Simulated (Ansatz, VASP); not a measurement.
**Cross-check of CaZr between VASP and Ansatz**

Aim: how closely do two programs agree when they are given the same cell, functional and k mesh? The cell is invented: As first built, before any earlier steps moved the atoms (in the runner's words): it takes the CaPb structure with some of its atoms replaced by other elements, volume scaled by an estimate. It may not be a known or stable phase. Of the first pair: The cell is taken from a series of VASP runs on this material, whose earlier steps may have relaxed, scaled or displaced it; both programs get it as it stands. Valence electrons are named where the data sets of a main pair hold unlike numbers.

Main program and level: Ansatz 0.2.0; plane waves, with VASP 6.6.1 beside it; band structure at BLYP and single point at BLYP.

### 1. The structure

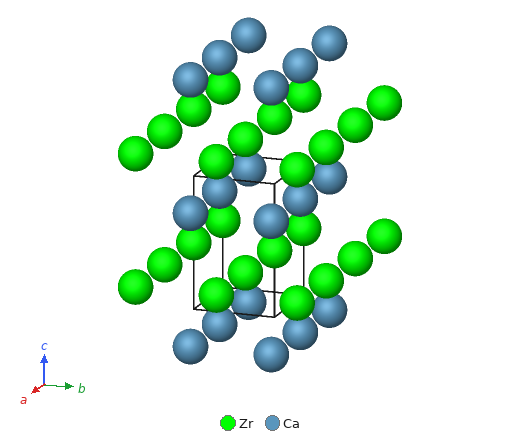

The starting structure, seen slightly off an axis (zirconium green, calcium blue). 3×2×2 cells are drawn. Some periodic images of atoms are drawn too.

### 2. VASP: band structure, BLYP

With cell and atoms fixed, the geometry can't cause a difference; cores, projectors, grids and the points listed under the comparison can.

Lines of VASP's logs that name or quote its potential files are left out, and so is its time.

File INCAR:

```
SYSTEM = CaZr
PREC = Accurate
ENCUT = 400
EDIFF = 1E-06
NELM = 100
ISMEAR = 1
SIGMA = 0.2
LREAL = .FALSE.
ALGO = Normal
GGA = B5
ALDAX = 1
AGGAX = 1
AGGAC = 1
ALDAC = 0
LORBIT = 11
LWAVE = .FALSE.
LCHARG = .FALSE.
```

File POSCAR:

```
CaZr
1.0
    3.2960621418      0.0000000000      0.0000000000
    0.0000000000      3.2960621418      0.0000000000
    0.0000000000      0.0000000000      5.3244053138
Zr Ca
1 1
Direct
    0.0000000000      0.0000000000      0.5000000000
    0.5000000000      0.5000000000      0.0000000000
```

File KPOINTS:

```
Automatic mesh
0
Gamma
6 6 4
0 0 0
```

File KPOINTS_OPT:

```
Line mode
16
Line-mode
Reciprocal
  0.00000000   0.00000000   0.00000000 GAMMA
  0.00000000   0.50000000   0.00000000 X

  0.00000000   0.50000000   0.00000000 X
  0.50000000   0.50000000   0.00000000 M

  0.50000000   0.50000000   0.00000000 M
  0.00000000   0.00000000   0.00000000 GAMMA

  0.00000000   0.00000000   0.00000000 GAMMA
  0.00000000   0.00000000   0.50000000 Z

  0.00000000   0.00000000   0.50000000 Z
  0.00000000   0.50000000   0.50000000 R

  0.00000000   0.50000000   0.50000000 R
  0.50000000   0.50000000   0.50000000 A

  0.50000000   0.50000000   0.50000000 A
  0.00000000   0.00000000   0.50000000 Z

  0.00000000   0.50000000   0.00000000 X
  0.00000000   0.50000000   0.50000000 R

  0.50000000   0.50000000   0.00000000 M
  0.50000000   0.50000000   0.50000000 A
```

The projector-augmented-wave data sets are Zr_sv and Ca_sv (PBE family, release 64).

Started as:

```sh
> mpirun -np 1 vasp_std
```

Numbers of over 12 decimals in the logs are rounded to 6 here.

The log of the run:

```text
[banner, memory and clock lines left out]
running    1 mpi-ranks, on    1 nodes
 distrk:  each k-point on    1 cores,    1 groups
 distr:  one band on    1 cores,    1 groups

 POSCAR found type information on POSCAR ZrCa
 POSCAR found :  2 types and       2 ions
|                                                                             |
|               ----> ADVICE to this user running VASP <----                  |
|                                                                             |
|     You enforced a specific xc type in the INCAR file but a different       |
|     [... a line on the potential file left out ...]
|     I HOPE YOU KNOW WHAT YOU ARE DOING!                                     |
|                                                                             |

 LDA part: xc-table for (Slater(with rela. corr.)+VWN5), standard interpolation
 POSCAR, INCAR and KPOINTS ok, starting setup
 FFT: planning ... GRIDC
 FFT: planning ... GRID_SOFT
 FFT: planning ... GRID
 WAVECAR not read
 entering main loop
       N       E                     dE             d eps       ncg     rms          rms(c)
DAV:   1     0.179140243500E+03    0.17914E+03   -0.10625E+04   900   0.118E+03
DAV:   2     0.279506018018E+01   -0.17635E+03   -0.17486E+03  1098   0.355E+02
DAV:   3    -0.839420927988E+01   -0.11189E+02   -0.11052E+02  1740   0.685E+01
DAV:   4    -0.866013953535E+01   -0.26593E+00   -0.26598E+00  1056   0.114E+01
DAV:   5    -0.867063445791E+01   -0.10495E-01   -0.10493E-01  1507   0.153E+00    0.681E+00
DAV:   6    -0.799249837305E+01    0.67814E+00   -0.12256E+01  1068   0.127E+01    0.314E+00
DAV:   7    -0.783425427589E+01    0.15824E+00   -0.10033E+00  1280   0.426E+00    0.212E+00
DAV:   8    -0.782938482977E+01    0.48694E-02   -0.30039E-01  1159   0.268E+00    0.387E-01
DAV:   9    -0.782504587277E+01    0.43390E-02   -0.94742E-02  1260   0.125E+00    0.244E-01
DAV:  10    -0.782498345485E+01    0.62418E-04   -0.49990E-03  1233   0.400E-01    0.873E-02
DAV:  11    -0.782509689942E+01   -0.11344E-03   -0.12189E-03  1444   0.179E-01    0.392E-02
DAV:  12    -0.782510351913E+01   -0.66197E-05   -0.96948E-05  1202   0.693E-02    0.848E-03
DAV:  13    -0.782510400705E+01   -0.48792E-06   -0.10127E-05  1026   0.173E-02    0.324E-03
DAV:  14    -0.782510409818E+01   -0.91134E-07   -0.13699E-06   814   0.847E-03
   1 F= -.78251041E+01 E0= -.78277347E+01  d E =0.789181E-02
 Start KPOINTS_OPT (optional k-point list driver)
k-point batch [1-30\144]
       N       E                     dE             ncg
DAV:   1    -0.508037570275E+04   -0.19485E+05      900
DAV:   2    -0.104479106856E+05   -0.53675E+04     1076
DAV:   3    -0.107889527383E+05   -0.34104E+03     1777
DAV:   4    -0.107980597413E+05   -0.91070E+01     1104
DAV:   5    -0.107984309895E+05   -0.37125E+00     1544
DAV:   6    -0.107984330988E+05   -0.21093E-02     1160
DAV:   7    -0.107984331625E+05   -0.63648E-04     1560
DAV:   8    -0.107984331632E+05   -0.75821E-06      999
[...]
k-point batch [121-144\144]
       N       E                     dE             ncg
DAV:   1    -0.623710496469E+03   -0.22621E+05      720
DAV:   2    -0.464883510974E+04   -0.40251E+04      818
DAV:   3    -0.490951295050E+04   -0.26068E+03     1433
DAV:   4    -0.491773524299E+04   -0.82223E+01      867
DAV:   5    -0.491817447168E+04   -0.43923E+00     1213
DAV:   6    -0.491817768416E+04   -0.32125E-02      916
DAV:   7    -0.491817776353E+04   -0.79372E-04     1215
DAV:   8    -0.491817776536E+04   -0.18351E-05      812
DAV:   9    -0.491817776547E+04   -0.10239E-06      759
```

OUTCAR, selected parts (step 2):

```text
ion  position               nearest neighbor table
   1  0.000  0.000  0.500-
   2  0.500  0.500  0.000-

  LATTYP: Found a simple tetragonal cell.
 ALAT       =     3.2960621418
 C/A-ratio  =     1.6153837776

 Subroutine GETGRP returns: Found 16 space group operations
 (whereof 16 operations were pure point group operations)

The static configuration has the point symmetry D_4h.

 Found     30 irreducible k-points:

   k-points           NKPTS =     30   k-points in BZ     NKDIM =     30   number of bands    NBANDS=     15

   dimension x,y,z NGX =    24 NGY =   24 NGZ =   36
   dimension x,y,z NGXF=    48 NGYF=   48 NGZF=   72

   ENCUT  =  400.0 eV  29.40 Ry    5.42 a.u.   5.38  5.38  8.68*2*pi/ulx,y,z

   NELECT =      22.0000    total number of electrons

 k-points in reciprocal lattice and weights: Automatic mesh
   0.00000000  0.00000000  0.00000000       0.007
   0.16666667  0.00000000  0.00000000       0.028
   0.33333333  0.00000000  0.00000000       0.028
   0.50000000  0.00000000  0.00000000       0.014
   0.16666667  0.16666667  0.00000000       0.028
   0.33333333  0.16666667  0.00000000       0.056
   0.50000000  0.16666667  0.00000000       0.028
   0.33333333  0.33333333  0.00000000       0.028
   0.50000000  0.33333333  0.00000000       0.028
[...]
0.50000000  0.33333333  0.50000000       0.028
   0.50000000  0.50000000  0.50000000       0.007

 average (electrostatic) potential at core
       1 -78.6073       2 -44.3028

 E-fermi :   5.4774

 k-point     1 :       0.0000    0.0000    0.0000
  band No.  band energies     occupation
    ...
      7     -16.3733      2.00000
      8     -16.3733      2.00000
      9       0.8988      2.00000
     10       3.7978      2.00000
     11       4.5732      2.00000
     12       6.7871     -0.00000
     13       7.4336     -0.00000
     14       7.4907     -0.00000
     15       7.4907     -0.00000

 k-point     2 :       0.1667    0.0000    0.0000
  band No.  band energies     occupation
    ...
      7     -16.4529      2.00000
      8     -16.3647      2.00000
      9       1.3903      2.00000
     10       4.1860      2.00000
     11       4.8941      2.00030
     12       6.0923     -0.00012
     13       7.3095     -0.00000
     14       7.6028     -0.00000
     15       7.6477     -0.00000

 k-point     3 :       0.3333    0.0000    0.0000
  band No.  band energies     occupation
    ...
      8     -16.3473      2.00000
      9       2.6488      2.00000
     10       4.8922      2.00028
     11       5.2189      2.06963
     12       5.4209      1.45767
     13       6.7062     -0.00000
     14       7.5324     -0.00000
     15       7.8414     -0.00000

  Total       -0.0156404     -0.0156404      0.0139431      0.0000000      0.0000000     -0.0000000
  in kB       -0.4332074     -0.4332074      0.3861960      0.0000000      0.0000000     -0.0000000
  external PRESSURE =      -0.1600729 kB  Pullay stress =       0.0000000 kB

  energy-cutoff  :      400.00
  volume of cell :       57.84
      direct lattice vectors                 reciprocal lattice vectors
     3.296062142  0.000000000  0.000000000     0.303392338  0.000000000  0.000000000
     0.000000000  3.296062142  0.000000000     0.000000000  0.303392338  0.000000000
     0.000000000  0.000000000  5.324405314     0.000000000  0.000000000  0.187814402

 POSITION                                       TOTAL-FORCE (eV/Angst)
 -----------------------------------------------------------------------------------
      0.00000      0.00000      2.66220         0.000000      0.000000      0.000000
      1.64803      1.64803      0.00000         0.000000      0.000000      0.000000
 -----------------------------------------------------------------------------------
    total drift:                                0.000000     -0.000000     -0.000000

  FREE ENERGIE OF THE ION-ELECTRON SYSTEM (eV)
  ---------------------------------------------------
  free  energy   TOTEN  =        -7.8251040982 eV

  energy  without entropy=       -7.8329959083  energy(sigma->0) =       -7.82773470

 total charge
# of ion       s       p       d       tot
------------------------------------------
    1        2.225   5.907   1.649   9.782
    2        2.090   5.835   0.294   8.219
--------------------------------------------------
tot          4.315  11.743   1.943  18.001

[... 3 further parts left out ...]
```

The run ends at a pressure of -0.02 GPa.

### 3. Ansatz: band structure, BLYP

Ansatz runs on its default PAW (the set named soft_2) files.

The same cell, functional (in two slightly different forms), mesh and smearing now go to Ansatz, which takes its cutoff from its data sets.

File input.yaml:

```yaml
crystal:
  lattice:
    - [3.2960621418, 0.0, 0.0]
    - [0.0, 3.2960621418, 0.0]
    - [0.0, 0.0, 5.3244053138]
  atoms:
    - { symbol: Zr, position: [0.0, 0.0, 0.5] }
    - { symbol: Ca, position: [0.5, 0.5, 0.0] }
hamiltonian:
  xc: blyp
  pseudopotentials: { kind: paw }
kpoints:
  mp_grid: { grid: [6, 6, 4] }
  band_path:
    path:
      - [0.0, 0.0, 0.0]
      - [0.0, 0.13333, 0.0]
      - [0.0, 0.3, 0.0]
      - [0.0, 0.46667, 0.0]
      - [0.1, 0.5, 0.0]
      - [0.26667, 0.5, 0.0]
      - [0.43333, 0.5, 0.0]
      - [0.43333, 0.43333, 0.0]
      - [0.26667, 0.26667, 0.0]
      - [0.1, 0.1, 0.0]
      - [0.0, 0.0, 0.03333]
      - [0.0, 0.0, 0.2]
      - [0.0, 0.0, 0.36667]
      - [0.0, 0.0, 0.5]
      - [0.0, 0.16667, 0.5]
      - [0.0, 0.3, 0.5]
      - [0.0, 0.46667, 0.5]
      - [0.1, 0.5, 0.5]
      - [0.26667, 0.5, 0.5]
      - [0.43333, 0.5, 0.5]
      - [0.43333, 0.43333, 0.5]
      - [0.26667, 0.26667, 0.5]
      - [0.1, 0.1, 0.5]
      - [0.0, 0.5, 0.03333]
      - [0.0, 0.5, 0.2]
      - [0.0, 0.5, 0.36667]
      - [0.5, 0.5, 0.0]
      - [0.5, 0.5, 0.16667]
      - [0.5, 0.5, 0.33333]
      - [0.5, 0.5, 0.5]
    npoints: 1
scf:
  occupations: { method: methfessel_paxton, width: 0.2 }
  n_extra_bands: 7
output:
  forces: true
  stress: true
  eigenvalues: true
```

Started as:

```sh
> ansatz run input.yaml --threads 2 --pin off --max-ram 4608MiB --backend cpu --events-out ev --progress --plain --runs-dir out
```

The log of the run:

```text
scf.n_extra_bands = 7 over 11 filled bands (N_el = 22.0): the run solves 18 bands
Engine: ansatz 0.2.0, aarch64-unknown-linux-gnu
Pseudopotentials: kind: paw
Pseudopotential: Zr, paw, valence charge 12, recommended cutoff 420 eV (normal), Zr.paw.azcp
Pseudopotential: Ca, paw, valence charge 10, recommended cutoff 420 eV (normal), Ca.paw.azcp
Functional definition: BLYP
  parameter beta = 0.0042
  parameter a = 0.04918
  parameter b = 0.132
  parameter c = 0.2533
  parameter d = 0.349
  exchange = b88_x(beta = beta)
  correlation = lyp_c(a = a, b = b, c = c, d = d)
Crystal: 2 atoms, lattice volume = 57.844 Å³
Basis set: ecut = 420 eV, 1137 PW (Γ), exchange–correlation on 48×48×72 points (8 copies of the dense FFT grid, shifted against one another)
Bands: 18, of which v1, the nominal top of the filled ones, is band 11 counted from 1 (10 counted from 0)
Symmetry: 16 space group operations
Space group: P4/mmm (ITA 123), of the structure as read, at distance tolerance 3.9e-5 Å
k-points: 30 of 144
Non-local potential: Zr, projectors of the file, l = 0: 3, l = 1: 2, l = 2: 2, l = 3: 2
Non-local potential: Ca, projectors of the file, l = 0: 3, l = 1: 2, l = 2: 2
PAW form: soft (Blöchl's): semilocal exchange-correlation on the pseudo side does not see the compensation charge
PAW frozen core: Zr, regenerated for the run's functional, and the local potential with it (the file was generated under x = pbe(κ = 0.804, μ = 0.219515), c = pbe(β = 0.066725))
PAW frozen core: Ca, regenerated for the run's functional, and the local potential with it (the file was generated under x = pbe(κ = 0.804, μ = 0.219515), c = pbe(β = 0.066725))
PAW one-centre angular grid: Zr, 590 points (default); XC on 64 Gauss nodes
PAW one-centre angular grid: Ca, 110 points (default); XC on 64 Gauss nodes
Initial density: superposition of atomic densities (neutral atoms: chi_scale 0, normalization atom), corrected by the library's trained network
Initial wavefunctions: pseudopotential atomic-orbital guess
Functional: x = b88, c = lyp
SCF iter   1: F=—  HF=-6018.384367 eV  |F-HF|=—  |Δ(HF+E_count)|=         —  Δρ=9.07e-3  dr2=1.24e-1  ethr=1.77e-3  ⟨swp⟩=7.5  Hψ=3361  notcnv=0
preconditioner: auto → Kerker (q_TF=auto, 2.322 Å⁻¹)  [metal: Δε(μ)=0.078 eV  Ē_g=3.673 eV  σ=0.200 eV  W_gap=0.30  n_scr=14 (ndim 8)  ℏωp=12.0 eV  f_vac=0.000  D(μ)=2.89/eV (n_scr^D=28)]
SCF iter   2: F=—  HF=-6018.370422 eV  |F-HF|=—  |Δ(HF+E_count)|=   1.39e-2  S|Δr|=    0.00e0  Δρ=3.87e-3  dr2=1.08e-2  ethr=5.63e-4  ⟨swp⟩=1.0  Hψ=780  notcnv=0
SCF iter   3: F=—  HF=-6018.369428 eV  |F-HF|=—  |Δ(HF+E_count)|=   9.95e-4  S|Δr|=    0.00e0  Δρ=1.79e-3  dr2=2.28e-3  ethr=4.92e-5  ⟨swp⟩=2.2  Hψ=659  notcnv=0
SCF iter   4: F=—  HF=-6018.369640 eV  |F-HF|=—  |Δ(HF+E_count)|=   2.13e-4  S|Δr|=    0.00e0  Δρ=3.66e-4  dr2=9.43e-5  ethr=1.04e-5  ⟨swp⟩=2.1  Hψ=600  notcnv=0
SCF iter   5: F=—  HF=-6018.369690 eV  |F-HF|=—  |Δ(HF+E_count)|=   4.94e-5  S|Δr|=    0.00e0  Δρ=8.97e-5  dr2=5.04e-6  ethr=4.29e-7  ⟨swp⟩=2.1  Hψ=654  notcnv=0
SCF iter   6: F=—  HF=-6018.369694 eV  |F-HF|=—  |Δ(HF+E_count)|=   4.35e-6  S|Δr|=    0.00e0  Δρ=2.29e-5  dr2=3.26e-7  ethr=2.29e-8  ⟨swp⟩=2.0  Hψ=734  notcnv=0
SCF iter   7: F=-6018.369694 eV  HF=-6018.369694 eV  |F-HF|=2.26e-8  |Δ(HF+E_count)|=   3.13e-7  S|Δr|=    0.00e0  Δρ=6.09e-6  dr2=2.66e-8  ethr=4.55e-10  ⟨swp⟩=8.1  Hψ=2657  notcnv=0
SCF 1 converged in 7 iterations: F = -6018.369694 eV  dr2 = 2.66e-8
  greatest PAW one-centre occupation: 0.996 electrons in one spin orbital (limit 2), on the Ca atom at site 1 (counted from 0), in its partial waves of l = 0
NSCF: frozen V_eff on 30 k-points
SCF converged after 7 iterations
Stability not checked: this state was not tested for a lower state beside it, because cold or Methfessel-Paxton smearing, or corrected tetrahedra, fill the levels in a way that the test cannot read (fill_not_monotonic; see scf.lower_state_search)
Free energy (F): -6018.369694 eV
Harris-Foulkes:  -6018.369694 eV  (|F-HF|=2.26e-8)
Internal energy: -6018.377437 eV  (E = F + TS)
E sigma→0 (E₀):  -6018.371630 eV
Entropy (-TS):   0.007742 eV (3.871 meV/atom)
Fermi energy:    9.668217 eV
Step filling:    the computed levels leave a gap of 0.0100 eV = 0.1 smearing widths at the electron count; against every level under it full and every level over it empty, smearing changes F+E_penalty+E_count by +0.520 meV and its σ→0 estimate by -1.415 meV
--- Per-component energies (eV) ---
  E_band       = -267.911527
  E_kinetic    = 609.542218
  E_local      = -1478.541509  (includes V_loc(G=0)·N_el)
  E_nonlocal   = 146.901655
  E_hartree    = 476.817500
  E_xc         = -292.885615
  E_vxc        = -353.940247  (∫ρ·V_xc dr)
  E_paw        = -3835.970246  (= ΣΔE_a)
  E_vpaw       = -145.510961  (= ΣTr[D̂ρ^β])
  E_aug_tail   = 0.000021  (compensation charges beyond the density's cutoff)
  E_ewald      = -1644.340128
  E_core_change = 0.098666  (= ΣΔE_core)
  E_smearing   = 0.007742  (= −TS)
  E_closure    = 0.000000  (closes the sum)
  Σ components = -6018.369694   (vs F -6018.369694, Δ=0.00e0)
--- Forces (eV/Å), atoms counted from 1 ---
  atom   1  Zr    -0.00000000     0.00000000     0.00000000
  atom   2  Ca     0.00000000     0.00000000     0.00000000
  max |Σ_I F_I| component: 2.45e-29 eV/Å
--- Stress (GPa, compression-positive) ---
       -0.009652       0.000000       0.000000
        0.000000      -0.009652       0.000000
        0.000000       0.000000       0.053327
  P = ⅓ Tr σ = 0.0113 GPa (0.113 kbar)
--- Band table (eV; the first three rows and the last of 30) ---
  k-point 0: bands = [... 7 lower, -12.2046, 5.0722, 7.9868, 8.7704, 10.9649, 11.6329, 11.6874, 11.6874, ... 3 higher]
  k-point 1: bands = [... 7 lower, -12.2051, 5.4823, 7.7532, 8.8522, 10.3594, 11.4320, 11.8522, 11.8522, ... 3 higher]
  k-point 2: bands = [... 7 lower, -12.2057, 6.2839, 6.9993, 8.9445, 10.0775, 11.2277, 12.0130, 12.0700, ... 3 higher]
  k-point 29: bands = [... 7 lower, -12.2146, 8.3076, 9.5178, 9.5178, 9.6324, 11.0740, 11.0740, 11.3248, ... 3 higher]
```

Run time: 1.7 s. Hardware: 2 threads of Arm Neoverse V2, shared host; peak memory 0.32 GiB.

Reading the cycles: dr2 is the Hartree energy of the density residual (eV), the measure of convergence; HF is the Harris–Foulkes estimate of the energy, which meets the free energy F at convergence.

### 4. Differences

Known differences besides the potentials themselves: the cutoff is 420 eV in Ansatz and 400 eV in VASP; Ansatz makes its cores anew for this functional, VASP keeps those of its PBE data sets; VASP leaves aspherical gradient terms in its spheres out (LASPH is not set), Ansatz keeps them; VASP's log shows a relativistic correction to its local exchange, Ansatz's none. Total energies have different zeros and are not compared.

Compared:

```
      quantity  Ansatz   VASP  difference
pressure (GPa)    0.01  -0.02       +0.03
```

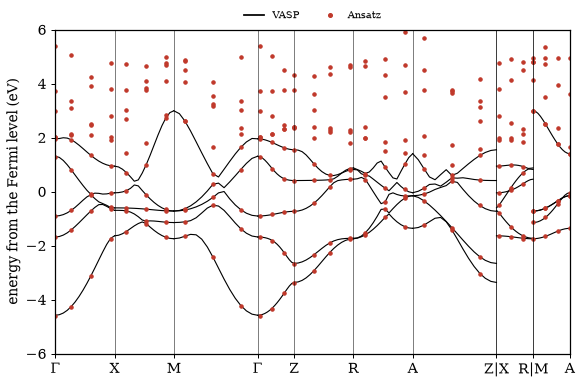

Bands from VASP (lines) and levels from Ansatz (dots). Dots without a line are higher empty bands that the VASP plot leaves out.

Levels from 3 eV below to 2 eV above the Fermi level differ by 6 meV r.m.s. and 21 meV at most; each VASP level is matched to the nearest of Ansatz, which flatters the figure a little. Ansatz's pressure holds a Pulay correction of 0.01 GPa; VASP's holds none.

[end of part 1 of 2]

[Lines on the potential files, build, host, timing and source positions are cut from VASP's logs without a mark.]

[Logs are printed without paths, hosts, clocks, repeated set-up lines and the standing remarks that a program may print on its own settings, such as how far it seeks lower states.]

[Hosts, paths, dates, database ids (printed as entryN), source tags and the programs' standing remarks are cut or masked in the printed files.]
